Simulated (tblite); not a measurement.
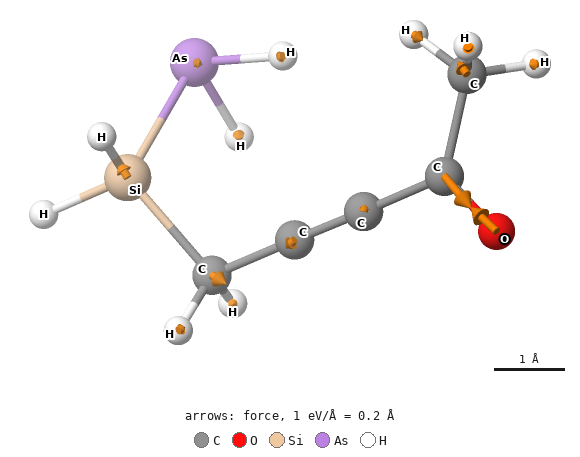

Starting geometry of C$_{5}$H$_{9}$AsOSi with the computed forces as orange arrows. The picture is a ball-and-stick view, seen at a tilt.

Theory: GFN2-xTB geometry optimisation, gas phase in tblite. 

Q: Is this structure relaxed? If not, where do the atoms go?

A: It isn't relaxed: the largest force vector, on a C atom, is 3.61 eV/Å. The final displacements have little in common with the starting forces (cosine between the two patterns 0.18). The energy falls by 10.1 kcal/mol in 198 geometry steps. An H atom moves most after the best rigid fit: 2.38 Å. Largest moves by element: H 2.38 Å, O 1.40 Å, As 1.14 Å, C 0.53 Å, Si 0.27 Å. Among the contacts that change: C–Si 1.864 → 1.934 Å, As–H 1.565 → 1.501 Å, C–O 1.263 → 1.209 Å, C–C 1.468 → 1.429 Å. Among the angles between lasting bonds that change: As–Si–H 109.5° → 118.3°, C–C–C 120.9° → 112.6°, C–C–C 178.8° → 173.2°. Groups turn about As–Si by about 115°, C–C by about 55°, C–Si by about 25°.
